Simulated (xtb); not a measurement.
## Run report: CH2O, geometry relaxation (part 2 of 2)

CH2O, multiplicity 3, SMILES [CH2][O]; GFN1-xTB (xtb 6.7.1 later snapshot). The geometry comes from this level: GFN2-xTB.

## Log, continued
```
 iter      E             dE          RMSdq      gap      omega  full diag
   1     -7.7490533 -0.774905E+01  0.207E-03    5.17       0.0  T
   2     -7.7490534 -0.102032E-07  0.893E-04    5.17      56.0  T
   3     -7.7490534 -0.350557E-08  0.292E-04    5.17     171.2  T
   4     -7.7490534 -0.923377E-10  0.107E-04    5.17     466.8  T
   5     -7.7490534 -0.922817E-12  0.316E-07    5.17  100000.0  T
     SCC iter.                  ...        0 min,  0.000 sec
     gradient                   ...        0 min,  0.000 sec
 * total energy  :    -7.6974523 Eh     change       -0.6437929E-06 Eh
   gradient norm :     0.0001660 Eh/α   predicted    -0.4015442E-06 ( -37.63%)
   displ. norm   :     0.0009239 α      lambda       -0.7828644E-07
   maximum displ.:     0.0007850 α      in ANC's #2, #4, #1, ...

........................................................................
.............................. CYCLE    6 ..............................
........................................................................

 iter      E             dE          RMSdq      gap      omega  full diag
   1     -7.7490957 -0.774910E+01  0.148E-03    5.17       0.0  T
   2     -7.7490957 -0.208890E-09  0.783E-04    5.17      63.9  T
   3     -7.7490957  0.131929E-09  0.327E-04    5.17     152.8  T
   4     -7.7490957 -0.188152E-09  0.273E-05    5.17    1833.2  T
   5     -7.7490957 -0.174971E-11  0.131E-07    5.17  100000.0  T
     SCC iter.                  ...        0 min,  0.000 sec
     gradient                   ...        0 min,  0.000 sec
 * total energy  :    -7.6974523 Eh     change       -0.4739890E-07 Eh
   gradient norm :     0.0000522 Eh/α   predicted    -0.3988780E-07 ( -15.85%)
   displ. norm   :     0.0001654 α      lambda       -0.4988568E-08
   maximum displ.:     0.0001200 α      in ANC's #2, #1, #4, ...

   *** GEOMETRY OPTIMIZATION CONVERGED AFTER 6 ITERATIONS ***

------------------------------------------------------------------------
 total energy gain   :        -0.0006145 Eh       -0.3856 kcal/mol
 total RMSD          :         0.0554080 a0        0.0293 Å
 total power (kW/mol):        -0.2689110 (step) -295.1177 (real)
------------------------------------------------------------------------

 ANCopt (total)                0 d,  0 h,  0 min,  0.005 sec
 optimizer setup                ...        0 min,  0.000 sec (  0.890%)
 model hessian                  ...        0 min,  0.000 sec (  0.717%)
 ANC generation                 ...        0 min,  0.000 sec (  0.631%)
 coordinate transformation      ...        0 min,  0.000 sec (  0.346%)
 single point calculation       ...        0 min,  0.005 sec ( 88.170%)
 optimization log               ...        0 min,  0.000 sec (  3.326%)
 hessian update                 ...        0 min,  0.000 sec (  0.267%)
 rational function              ...        0 min,  0.000 sec (  3.097%)

================
 final structure:
================
4
 xtb: 6.7.1
C            0.07735506937748       -0.03038407121559       -0.25534206539234
O            0.96176676620952        0.67080181965606        0.32503562216022
H           -0.95034853919471        0.40233654219019       -0.25132037186769
H           -0.08877329639229       -1.04275429063066        0.18162681509981

 Bond Distances (Angstroems)
 ---------------------------
C1-O2=1.2691         C1-H3=1.1151         C1-H4=1.1151         O2-C1=1.2691         H3-C1=1.1151         H4-C1=1.1151
 C  H  Rav=1.1151 sigma=0.0000  Rmin=1.1151  Rmax=1.1151     2
 O  C  Rav=1.2691 sigma=0.0000  Rmin=1.2691  Rmax=1.2691     1

 selected bond angles (degree)
 --------------------
H3-C1-O2=115.23                H4-C1-O2=115.23                H4-C1-H3=102.33

 selected dihedral angles (degree)
 ---------------------------------

           -------------------------------------------------
          |                Final Singlepoint                |
           -------------------------------------------------

          ...................................................
          :                      SETUP                      :
          :.................................................:
          :  # basis functions                  12          :
          :  # atomic orbitals                  12          :
          :  # shells                            8          :
          :  # electrons                        12          :
          :  # halogen bonds                     0          :
          :  max. iterations                   250          :
          :  Hamiltonian                  GFN1-xTB          :
          :  restarted?                      false          :
          :  GBSA solvation                  false          :
          :  PC potential                    false          :
          :  electronic temp.          300.0000000     K    :
          :  accuracy                    1.0000000          :
          :  -> integral cutoff          0.2500000E+02      :
          :  -> integral neglect         0.1000000E-07      :
          :  -> SCF convergence          0.1000000E-05 Eh   :
          :  -> wf. convergence          0.2000000E-04 e    :
          :  Broyden damping             0.4000000          :
          :  net charge                          0          :
          :  unpaired electrons                  2          :
          ...................................................

 iter      E             dE          RMSdq      gap      omega  full diag
   1     -7.7490957 -0.774910E+01  0.518E-09    5.17       0.0  T
   2     -7.7490957  0.000000E+00  0.224E-09    5.17  100000.0  T
   3     -7.7490957  0.532907E-14  0.180E-09    5.17  100000.0  T

   *** convergence criteria satisfied after 3 iterations ***

         #    Occupation            Energy/Eh            Energy/eV
      -------------------------------------------------------------
         1        2.0000           -0.7901695             -21.5016
         2        2.0000           -0.6567588             -17.8713
         3        2.0000           -0.6039887             -16.4354
         4        2.0000           -0.5902161             -16.0606
         5        2.0000           -0.5564973             -15.1431
         6        1.0000           -0.4614773             -12.5574
         7        1.0000           -0.3427352              -9.3263 (HOMO)
         8                         -0.1528870              -4.1603 (LUMO)
         9                         -0.1045199              -2.8441
        10                          0.1956843               5.3248
        11                          0.3179809               8.6527
        12                          0.4111459              11.1878
      -------------------------------------------------------------
                  HL-Gap            0.1898483 Eh            5.1660 eV
             Fermi-level           -0.3783992 Eh          -10.2968 eV

 transition dipole moment (au) for excitation:           6           7
     X       Y       Z
   0.0627  -0.1052   0.0315  total (au/Debye):    0.126   0.321
 dE (eV)             :    3.231
 oscillator strength :  0.17890E-02

 SCC (total)                   0 d,  0 h,  0 min,  0.001 sec
 SCC setup                      ...        0 min,  0.000 sec (  3.065%)
 Dispersion                     ...        0 min,  0.000 sec (  0.748%)
 classical contributions        ...        0 min,  0.000 sec (  0.305%)
 integral evaluation            ...        0 min,  0.000 sec ( 23.010%)
 iterations                     ...        0 min,  0.000 sec ( 10.304%)
 molecular gradient             ...        0 min,  0.000 sec ( 32.557%)
 printout                       ...        0 min,  0.000 sec ( 29.082%)

         :::::::::::::::::::::::::::::::::::::::::::::::::::::
         ::                     SUMMARY                     ::
         :::::::::::::::::::::::::::::::::::::::::::::::::::::
         :: total energy              -7.697452316370 Eh    ::
         :: gradient norm              0.000052193153 Eh/a0 ::
         :: HOMO-LUMO gap              5.166034637512 eV    ::
         ::.................................................::
         :: SCC energy                -7.749095708756 Eh    ::
         :: -> electrostatic           0.034033480009 Eh    ::
         :: repulsion energy           0.052057958126 Eh    ::
         :: dispersion energy         -0.000414565741 Eh    ::
         :: halogen bond corr.         0.000000000000 Eh    ::
         :: add. restraining           0.000000000000 Eh    ::
         :: total charge              -0.000000000000 e     ::
         :::::::::::::::::::::::::::::::::::::::::::::::::::::

           -------------------------------------------------
          |                Property Printout                |
           -------------------------------------------------

    * Orbital Energies and Occupations

         #    Occupation            Energy/Eh            Energy/eV
      -------------------------------------------------------------
         1        2.0000           -0.7901695             -21.5016
         2        2.0000           -0.6567588             -17.8713
         3        2.0000           -0.6039887             -16.4354
         4        2.0000           -0.5902161             -16.0606
         5        2.0000           -0.5564973             -15.1431
         6        1.0000           -0.4614773             -12.5574
         7        1.0000           -0.3427352              -9.3263 (HOMO)
         8                         -0.1528870              -4.1603 (LUMO)
         9                         -0.1045199              -2.8441
        10                          0.1956843               5.3248
        11                          0.3179809               8.6527
        12                          0.4111459              11.1878
      -------------------------------------------------------------
                  HL-Gap            0.1898483 Eh            5.1660 eV
             Fermi-level           -0.3783992 Eh          -10.2968 eV

  Mulliken/CM5 charges         n(s)   n(p)   n(d)
     1      0.16040  0.10215   1.040  2.800  0.000
     2     -0.38537 -0.44150   1.776  4.609  0.000
     3      0.11249  0.16968   0.888  0.000  0.000
     4      0.11249  0.16967   0.888  0.000  0.000

Wiberg/Mayer (AO) data.
largest (>0.10) Wiberg bond orders for each atom

 ---------------------------------------------------------------------------
     #   Z sym  total        # sym  WBO       # sym  WBO       # sym  WBO
 ---------------------------------------------------------------------------
     1   6      3.299 --     2      1.676     4      0.811     3      0.811
     2   8      1.912 --     1      1.676     3      0.118     4      0.118
     3   1      0.978 --     1      0.811     2      0.118
     4   1      0.978 --     1      0.811     2      0.118
 ---------------------------------------------------------------------------

Topologies differ in total number of bonds
Writing topology from bond orders to xtbtopo.mol

 dipole moment from electron density (au)
     X       Y       Z
  -1.1535  -0.7367  -0.1635  total (Debye):    3.504

           -------------------------------------------------
          |                Geometry Summary                 |
           -------------------------------------------------

      molecular mass/u    :       30.0260223
   center of mass at/Å    :        0.5085394       0.3237856       0.0687165
  moments of inertia/u·Å² :        0.1915415E+01   0.1425367E+02   0.1538026E+02
rotational constants/cm⁻¹ :        0.8801032E+01   0.1182687E+01   0.1096056E+01

optimized geometry written to: xtbopt.xyz

           -------------------------------------------------
          | TOTAL ENERGY               -7.697452316370 Eh   |
          | GRADIENT NORM               0.000052193153 Eh/α |
          | HOMO-LUMO GAP               5.166034637512 eV   |
           -------------------------------------------------

------------------------------------------------------------------------
------------------------------------------------------------------------
 total:
 *  cpu-time:     0 d,  0 h,  0 min,  0.013 sec
 * ratio c/w:     0.990 speedup
 SCF:
 *  cpu-time:     0 d,  0 h,  0 min,  0.002 sec
 * ratio c/w:     0.999 speedup
 ANC optimizer:
 *  cpu-time:     0 d,  0 h,  0 min,  0.007 sec
 * ratio c/w:     1.000 speedup
```

## File xtbopt.xyz
```
4
 energy: -7.697452316370 gnorm: 0.000052193153 xtb: 6.7.1
C            0.07735506937748       -0.03038407121559       -0.25534206539234
O            0.96176676620952        0.67080181965606        0.32503562216022
H           -0.95034853919471        0.40233654219019       -0.25132037186769
H           -0.08877329639229       -1.04275429063066        0.18162681509981
```

## Trajectory as extended XYZ (Å, eV, eV/Å), 6 frames, from step=0 to step=5
```
4
Properties=species:S:1:pos:R:3 step=0 energy=-209.44163
C     0.0536   -0.0330   -0.2165
O     0.9711    0.6735    0.3152
H    -0.9520    0.4172   -0.2703
H    -0.0727   -1.0577    0.1716
4
Properties=species:S:1:pos:R:3 step=1 energy=-209.45664
C     0.0714   -0.0329   -0.2517
O     0.9631    0.6715    0.3246
H    -0.9476    0.4026   -0.2527
H    -0.0869   -1.0412    0.1798
4
Properties=species:S:1:pos:R:3 step=2 energy=-209.45812
C     0.0759   -0.0318   -0.2570
O     0.9607    0.6704    0.3256
H    -0.9488    0.4028   -0.2506
H    -0.0878   -1.0414    0.1820
4
Properties=species:S:1:pos:R:3 step=3 energy=-209.45833
C     0.0768   -0.0309   -0.2557
O     0.9610    0.6704    0.3251
H    -0.9501    0.4035   -0.2514
H    -0.0877   -1.0430    0.1820
4
Properties=species:S:1:pos:R:3 step=4 energy=-209.45835
C     0.0774   -0.0304   -0.2555
O     0.9616    0.6707    0.3251
H    -0.9504    0.4026   -0.2513
H    -0.0886   -1.0429    0.1818
4
Properties=species:S:1:pos:R:3 step=5 energy=-209.45835
C     0.0774   -0.0304   -0.2553
O     0.9618    0.6708    0.3250
H    -0.9504    0.4023   -0.2513
H    -0.0888   -1.0428    0.1816
```

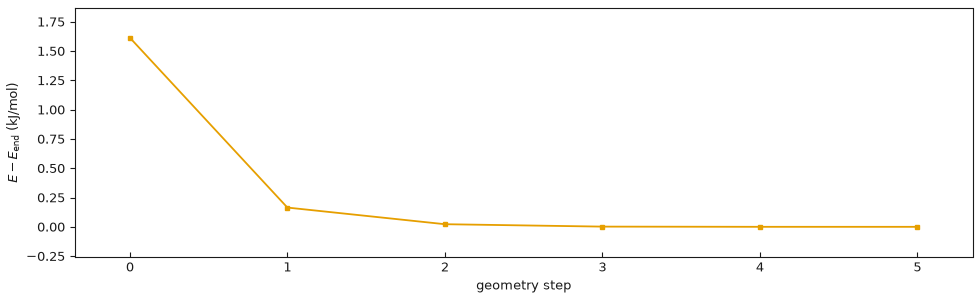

Progress of the relaxation, step by step (steps are counted from 0).

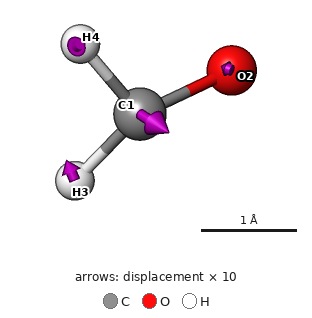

The starting structure with the displacements as pink arrows, magnified 10 times (ball-and-stick view, seen at a tilt). The two geometries are laid on each other by the best rigid fit. The energy falls by 1.61 kJ/mol in 5 geometry steps. C1 moves most after the best rigid fit: 0.046 Å. Largest moves by element: C 0.046 Å, H 0.024 Å, O 0.014 Å. Among the contacts that change: C1–H3 1.103 → 1.115 Å, C1–O2 1.274 → 1.269 Å. Among the angles that change: H3–C1–H4 107.0° → 102.3°. (Atoms are counted from 1 in the order of the input.)

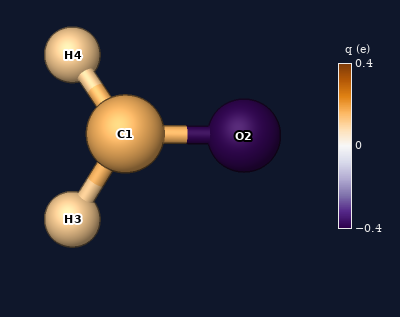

Mulliken charges, as the colour of each atom (ball-and-stick view, seen on its broad side; atoms are numbered from 1 in the order of the input). By element: C +0.16, O −0.39 and H +0.11 e.

This output came from the following input.

## Input file (start.xyz)
```
4

C      0.05356    -0.03298    -0.21649
O      0.97114     0.67350     0.31520
H     -0.95198     0.41718    -0.27027
H     -0.07272    -1.05770     0.17156
```

Run as:
```bash
xtb start.xyz --opt vtight --gfn 1 -u 2 > run.log
```

## Results in brief

```json
{"quantity": "outcome", "value": "converged"}
{"quantity": "electrons treated", "value": "12"}
{"quantity": "total energy", "value": "−7.697452 hartree"}
{"quantity": "dispersion energy", "value": "−0.000415 hartree"}
{"quantity": "basis functions", "value": "12"}
{"quantity": "dipole moment", "value": "3.50 D"}
{"quantity": "hardware", "value": "1 thread of Arm Neoverse V1, 24 GiB of memory available, shared host"}
{"quantity": "peak memory", "value": "0.072 GiB"}
```

## Remarks

The record of the run, not the program, notes: no spin polarisation: high-spin states lie too high.
